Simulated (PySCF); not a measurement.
**Ta$_{3}$: a changed input and its effect**

System: Ta$_{3}$, charge −1, multiplicity 3.
Method of the first run: UKS PBE0, Ta def2-SVP with ECP60; non-relativistic Hamiltonian with a scalar-relativistic core potential; density fitting (PySCF 2.14.0).

Text and figures count atoms from 1; the logs count them from 0 in places.

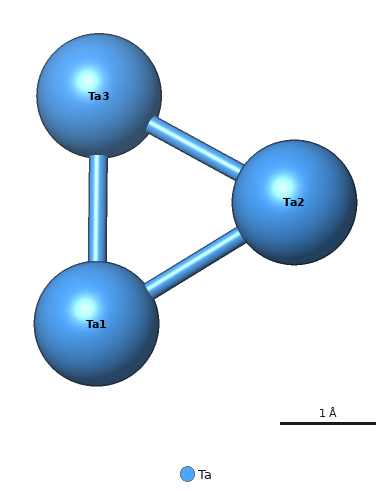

**Figure 1.** The structure as given in the input (ball-and-stick view, seen at a tilt; atoms are numbered from 1 in the order of the input). Sticks mark near contacts. Bond lengths as drawn: Ta–Ta 2.45 Å.

## Input file, the first run
```python
mol = gto.M(atom='''
Ta     1.41479    -0.00509     0.00000
Ta    -0.70649     1.22972    -0.00000
Ta    -0.70830    -1.22463     0.00000''',
    basis={'Ta': 'def2-SVP'},
    ecp={'Ta': 'def2-SVP'},
    charge=-1, spin=2)
mf = dft.UKS(mol, xc='PBE0')
mf.grids.atom_grid = (75, 302)  # f atoms: at least (60, 302), unpruned
mf = mf.density_fit()  # Ta def2-universal-JKFIT
mf.conv_tol = 1e-09; mf.max_cycle = 55
mf.kernel(dm0)
```

The script is an equivalent of the set-up of the self-consistent field. The run itself was carried out by a driver, which started from the orbitals of the step before it where there was one and computed the further properties.

Launched with:
```bash
OMP_NUM_THREADS=2 python <driver script>
```

Hardware: 2 threads of Arm Neoverse V1, 24 GiB of memory available, shared host.

## Output (the first run)
```
init E= -170.75687307334
  HOMO = 0.0106525600804  LUMO = 0.0679185867339  gap/eV = 1.55829
cycle= 1 E= -170.756873091581  delta_E= -1.82e-08  |g|= 0.000153  |ddm|= 0.000928
  HOMO = 0.0106576748385  LUMO = 0.0679098653851  gap/eV = 1.55791
cycle= 2 E= -170.756872627966  delta_E= 4.64e-07  |g|= 0.000931  |ddm|= 0.00128
  HOMO = 0.0106516973474  LUMO = 0.0679153216112  gap/eV = 1.55822
cycle= 3 E= -170.756873107252  delta_E= -4.79e-07  |g|= 2.72e-05  |ddm|= 0.0011
  HOMO = 0.0106522726674  LUMO = 0.0679160745335  gap/eV = 1.55823
cycle= 4 E= -170.756873107121  delta_E= 1.3e-10  |g|= 4.52e-05  |ddm|= 8.88e-05
  HOMO = 0.0106525076356  LUMO = 0.0679160672601  gap/eV = 1.55822
cycle= 5 E= -170.756873108673  delta_E= -1.55e-09  |g|= 1.68e-05  |ddm|= 8.44e-05
  HOMO = 0.0106512060533  LUMO = 0.0679149981179  gap/eV = 1.55823
cycle= 6 E= -170.756873109737  delta_E= -1.06e-09  |g|= 7.66e-06  |ddm|= 0.000114
  HOMO = 0.0106516998777  LUMO = 0.0679155793214  gap/eV = 1.55823
cycle= 7 E= -170.756873110559  delta_E= -8.22e-10  |g|= 6.12e-06  |ddm|= 0.000119
  HOMO = 0.0106509041231  LUMO = 0.0679149141572  gap/eV = 1.55823
Extra cycle  E= -170.756873110919  delta_E= -3.6e-10  |g|= 1.19e-05  |ddm|= 7.51e-05
converged SCF energy = -170.756873110919  <S^2> = 3.1587229  2S+1 = 3.6925454
```

The input of the second run differs as follows (lines with − go, lines with + come):
```diff
-    basis={'Ta': 'def2-SVP'},
-    ecp={'Ta': 'def2-SVP'},
+    basis={'Ta': 'def2-TZVP'},
+    ecp={'Ta': 'def2-TZVP'},
-mf.conv_tol = 1e-09; mf.max_cycle = 55
+mf.conv_tol = 1e-08; mf.max_cycle = 55
```

Predict how the results change.

The total energies belong to different models, so their difference says nothing on which is more stable or more accurate. The largest force goes from 0.014 to 0.550 eV/Å. The basis functions go from 96 to 120. On the same kind of shared host the second run took about 1.9 times as long.

## Output (the second run)
```
init E= -170.991388807841
cycle= 1 E= -170.655199816185  delta_E= 0.336  |g|= 0.45  |ddm|= 5.05
  HOMO = -0.00141763878005  LUMO = 0.0119234821017  gap/eV = 0.36303
cycle= 2 E= -168.552720972758  delta_E=  2.1  |g|= 2.13  |ddm|= 3.45
  HOMO = -0.00283061549607  LUMO = 0.0409042688397  gap/eV = 1.19009
cycle= 3 E= -170.560685352557  delta_E= -2.01  |g|= 0.62  |ddm|= 1.96
  HOMO = 0.0390444847212  LUMO = 0.064096886865  gap/eV = 0.68171
cycle= 4 E= -170.744711995031  delta_E= -0.184  |g|= 0.21  |ddm|= 1.16
  HOMO = 0.0200496440899  LUMO = 0.0648523141272  gap/eV = 1.21914
cycle= 5 E= -170.75342579248  delta_E= -0.00871  |g|= 0.169  |ddm|= 0.296
  HOMO = 0.0204039185881  LUMO = 0.0656287533345  gap/eV = 1.23063
cycle= 6 E= -170.766820188939  delta_E= -0.0134  |g|= 0.0511  |ddm|= 0.164
  HOMO = 0.0229704372869  LUMO = 0.0674426140164  gap/eV = 1.21015
cycle= 7 E= -170.767968653074  delta_E= -0.00115  |g|= 0.0239  |ddm|= 0.12
  HOMO = 0.0201632715798  LUMO = 0.0658892162777  gap/eV = 1.24427
cycle= 8 E= -170.768324933039  delta_E= -0.000356  |g|= 0.00838  |ddm|= 0.101
  HOMO = 0.0206720117149  LUMO = 0.0663289423462  gap/eV = 1.24239
cycle= 9 E= -170.768405192574  delta_E= -8.03e-05  |g|= 0.00378  |ddm|= 0.0239
  HOMO = 0.0207383960392  LUMO = 0.066322676286  gap/eV = 1.24041
cycle= 10 E= -170.768464378018  delta_E= -5.92e-05  |g|= 0.00327  |ddm|= 0.0207
  HOMO = 0.0208247479021  LUMO = 0.0664018475431  gap/eV = 1.24022
cycle= 11 E= -170.768529050287  delta_E= -6.47e-05  |g|= 0.00306  |ddm|= 0.0237
...
cycle= 24 E= -170.785890308392  delta_E= -4.94e-08  |g|= 5.83e-05  |ddm|= 0.00167
  HOMO = 0.00644403408057  LUMO = 0.169402209449  gap/eV = 4.43432
cycle= 25 E= -170.785890346236  delta_E= -3.78e-08  |g|= 5.17e-05  |ddm|= 0.00134
  HOMO = 0.00644289941968  LUMO = 0.169400604648  gap/eV = 4.43431
cycle= 26 E= -170.785890385679  delta_E= -3.94e-08  |g|= 4.65e-05  |ddm|= 0.00131
  HOMO = 0.00644374289752  LUMO = 0.169401036914  gap/eV = 4.43429
cycle= 27 E= -170.785890421825  delta_E= -3.61e-08  |g|= 4.47e-05  |ddm|= 0.00126
  HOMO = 0.00644306346942  LUMO = 0.169399659331  gap/eV = 4.43427
cycle= 28 E= -170.785890461548  delta_E= -3.97e-08  |g|= 4.39e-05  |ddm|= 0.00135
  HOMO = 0.00644328634037  LUMO = 0.169399278147  gap/eV = 4.43426
cycle= 29 E= -170.785890490808  delta_E= -2.93e-08  |g|= 4.28e-05  |ddm|= 0.0011
  HOMO = 0.00644324004092  LUMO = 0.169398363299  gap/eV = 4.43423
cycle= 30 E= -170.785890522472  delta_E= -3.17e-08  |g|= 4.27e-05  |ddm|= 0.00113
  HOMO = 0.00644323625427  LUMO = 0.169398322002  gap/eV = 4.43423
cycle= 31 E= -170.785890541435  delta_E= -1.9e-08  |g|= 4.48e-05  |ddm|= 0.000828
  HOMO = 0.00644306861644  LUMO = 0.169397908478  gap/eV = 4.43423
cycle= 32 E= -170.785890555199  delta_E= -1.38e-08  |g|= 4.65e-05  |ddm|= 0.000611
  HOMO = 0.00644321162814  LUMO = 0.169397956682  gap/eV = 4.43422
cycle= 33 E= -170.785890564833  delta_E= -9.63e-09  |g|= 4.84e-05  |ddm|= 0.000452
  HOMO = 0.00644389440799  LUMO = 0.0693978589797  gap/eV = 1.71306
Extra cycle  E= -170.785890612514  delta_E= -4.77e-08  |g|= 7.95e-05  |ddm|= 0.00223
converged SCF energy = -170.785890612514  <S^2> = 3.1340379  2S+1 = 3.6791509
```

## The two runs side by side

| quantity | the first run | the second run |
| --- | --- | --- |
| outcome | converged | converged |
| total energy (hartree) | −170.756873 | −170.785891 |
| ⟨S²⟩ | 3.159 | 3.134 |
| largest force (eV/Å) | 0.014 | 0.550 |
| basis functions | 96 | 120 |
| wall time (shared host) | 22 s | 42 s |

For both runs: The highest filled orbital lies above zero: either the extra electron isn't bound at this level, or the self-interaction error of the functional lifts the level. For the first run: ⟨S²⟩ is 3.16 against 2.00 for a pure state: the solution is spin-contaminated. For the second run: ⟨S²⟩ is 3.13 against 2.00 for a pure state: the solution is spin-contaminated.
